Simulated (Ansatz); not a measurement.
## Electronic structure of AlBrFHO (SMILES [OH][Al]([F])[Br]) in real space

Input

```
crystal:
  periodic: [false, false, false]
  atoms:
    - { symbol: O, position_ang: [0.4468, 1.3748, -0.0707] }
    - { symbol: Al, position_ang: [-0.0228, -0.3625, -0.2422] }
    - { symbol: F, position_ang: [1.25, -1.5649, -0.5584] }
    - { symbol: Br, position_ang: [-2.1993, -1.0613, -0.0362] }
    - { symbol: H, position_ang: [0.5752, 1.5401, 0.8661] }
basis:
  gaussian: { orbitals: def2-SVP }
hamiltonian:
  xc: pbe
  dispersion: d4
relax:
  f_tol: 0.02
  max_steps: 40
scf:
  lower_state_search: "off"
output:
  orbitals: {}
```

Launched as:

```sh
ansatz run input.yaml --threads 1 --pin off --max-ram 2048MiB --backend cpu --events-out ev --progress --plain --runs-dir out
```

The fields are those of the relaxed geometry.

The calculation used RKS PBE-D4/def2-SVP (Ansatz 0.2.0).

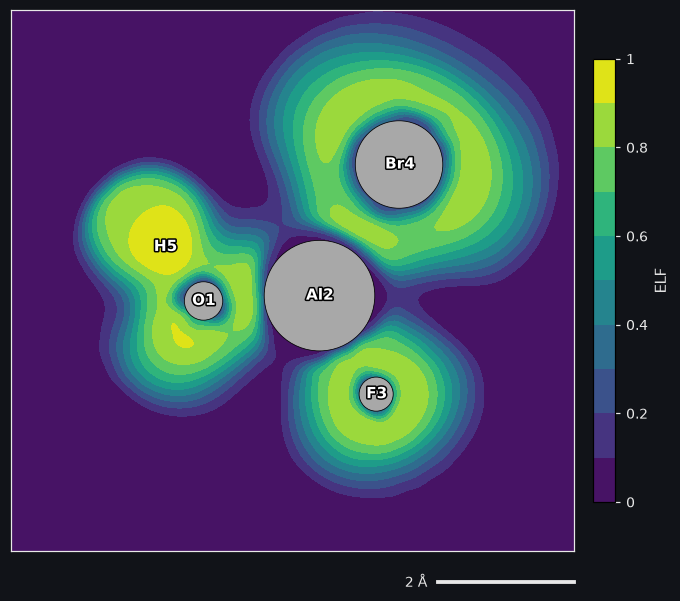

Figure 1. ELF on the molecular plane. Grey discs cover the atomic cores.

Describe what can be read from this map.

Atoms in the plane: O, Al, F, Br and H.
Al–F (1.67 Å): the ELF peaks at about 0.85 in the valence shell of F, 0.5 Å from its nucleus, and is about 0.25 at the midpoint.
Al–O (1.70 Å): the ELF peaks at about 0.85 in the valence shell of O, 0.6 Å from its nucleus, and is about 0.45 at the midpoint.
Al–Br (2.25 Å): the ELF peaks at about 0.85 in the valence shell of Br, 1.1 Å from its nucleus, and is about 0.85 at the midpoint.
O–H (0.97 Å): the ELF climbs to about 1 towards the hydrogen, as it does in any bond to H (an ordinary covalent bond to hydrogen).
The ELF also peaks beside F3, O1 and Br4, away from the bonds: lone-pair regions.

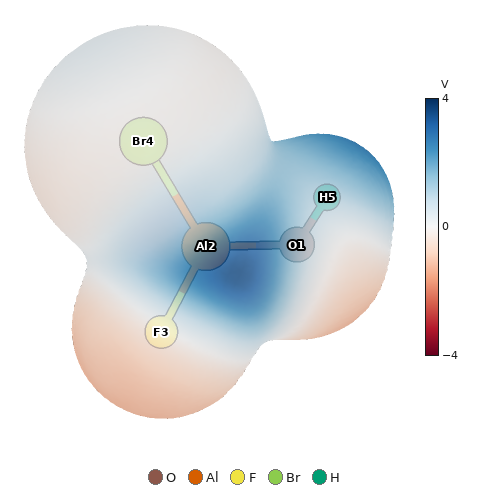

Figure 2. The molecular electrostatic potential painted on the density surface at 0.002 e/bohr³, seen at a tilt; the colour scale runs from red (negative) to blue (positive).

Describe the electrostatic potential map.

The most negative region (about −1.2 V, or −28 kcal/mol for a unit charge) lies over O1 and F3, the most positive (about +3.5 V, or +81 kcal/mol for a unit charge) over Al2. Br4 shows a σ-hole: about +0.3 V, or +7 kcal/mol for a unit charge at the tip opposite its bond, against about −0.1 V on its flanks.

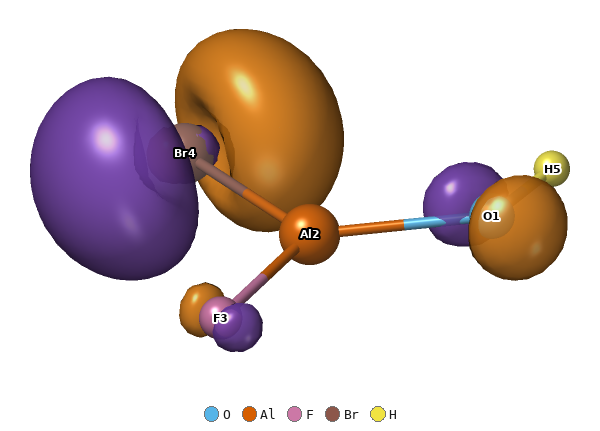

Figure 3. One frontier orbital at ±0.2 Å⁻³ᐟ² (orange and purple are the two phases), seen at an oblique angle.

Which orbital is it: HOMO or LUMO?

The HOMO, at −7.42 eV. By Hirshfeld shares it lies mainly on Br4 (about 80 %) and O1 (about 10 %); it is symmetric in the molecular plane (an in-plane orbital: σ, lone-pair or in-plane π type); largely a lone pair of Br4.

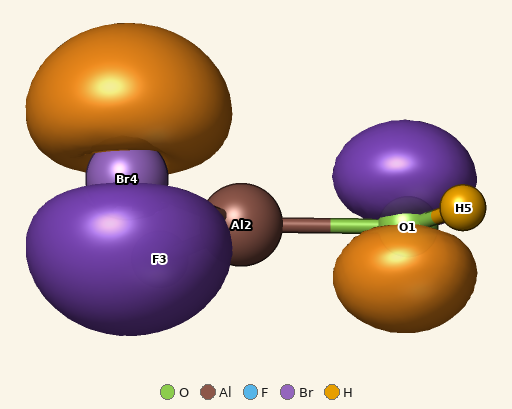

Figure 4. The HOMO−1 at ±0.15 Å⁻³ᐟ² (orange and purple are the two phases), seen from one side.

What is the character of this orbital?

Its weight (Hirshfeld) is mainly on Br4 (about 65 %) and O1 (about 25 %); it changes sign across the molecular plane (π type). Its energy is −7.54 eV.
